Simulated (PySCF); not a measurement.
Consider C5H10FNSi2 (SMILES CC#C/C=C/N([SiH3])[SiH2]F).

The calculation's input:

```
{"job": {"kind": "nmr", "xc": "PBE0", "basis": "pcSseg-1"}, "charge": 0, "multiplicity": 1}
C      4.425473     0.182939     0.923071
C      3.018148    -0.099167     0.740575
C      1.846540    -0.324241     0.580264
C      0.480125    -0.605478     0.392549
C     -0.365225     0.301472    -0.107494
N     -1.716213     0.117116    -0.339256
Si    -2.685704     1.453346    -0.947756
Si    -2.438825    -1.423107     0.010281
F     -3.982417    -1.251404    -0.402797
H      5.016904    -0.711060     0.723281
H      4.738451     0.973159     0.240004
H      4.616564     0.507755     1.946583
H      0.147201    -1.596105     0.672932
H      0.013189     1.280383    -0.368816
H     -1.735876     2.524063    -1.247195
H     -3.625918     1.858129     0.097250
H     -3.372689     1.004633    -2.155229
H     -2.462816    -1.714288     1.435379
H     -1.926715    -2.468896    -0.861201
```

Command:

```sh
OMP_NUM_THREADS=1 python probes_run.py task.json out
```

Geometry: GFN2-xTB.

Theory: PySCF, PBE0/pcSseg-1, SCF density, gas phase, non-relativistic.

What will maps of the electron density and electron localisation function show?

Answer. C–C (1.20 Å): ρ at the midpoint is about 2.7 e/Å³; the ELF peaks at about 0.85 between the atoms; a short, multiple covalent bond.
C–N (1.38 Å): ρ at the midpoint is about 2.1 e/Å³; the ELF peaks at about 0.90 between the atoms, as expected for a covalent bond.
Si–F (1.61 Å): ρ is about 1.1 e/Å³ halfway; the ELF peaks at about 0.85 in the valence shell of F, 0.6 Å from its nucleus, and is about 0.50 at the midpoint.
Si–N (1.74 Å): the density is about 1.1 e/Å³ at the midpoint; the ELF peaks at about 0.90 between the atoms; a shared but strongly polarised pair.

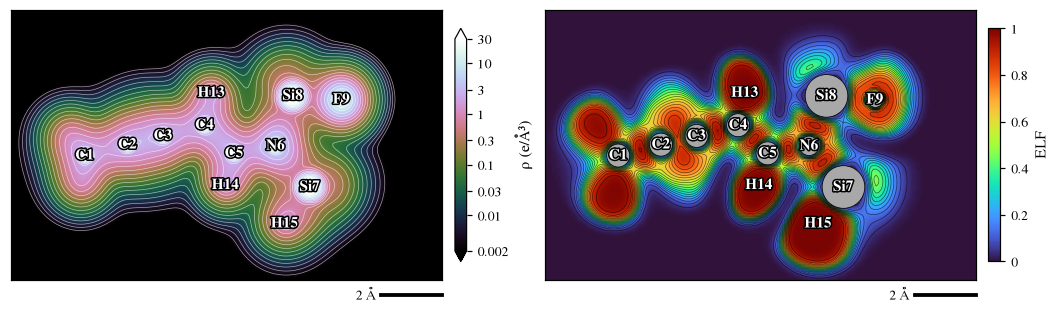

Computed electron density and electron localisation function on the plane of atoms Si7, N6 and Si8, in this order. Grey discs cover the atomic cores in the ELF map. 
